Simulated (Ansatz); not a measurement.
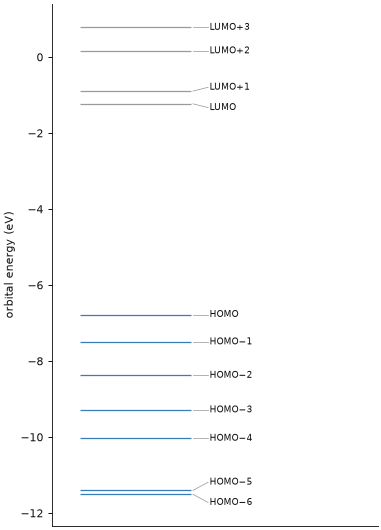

Kohn-Sham orbital energies near the frontier, PBE0/def2-TZVPP, the Ansatz code 0.2.0, at a PBE0-D4/def2-TZVP geometry (no frequency check), isolated molecule; empty levels in grey, levels within 0.03 eV side by side.

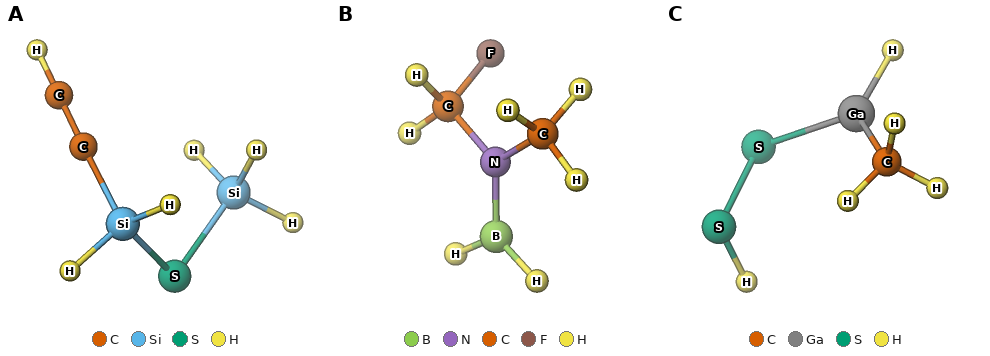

Which molecule has this level scheme? The candidates are drawn in the second picture.

Structure C, CH₅GaS₂, SMILES [CH3][GaH][S]S, singlet. HOMO −6.78 eV, LUMO −1.23 eV, separation 5.55 eV.

Known limits of this run: no scalar relativity up to krypton; one conformer of a flexible molecule; empty levels above zero depend strongly on the basis.
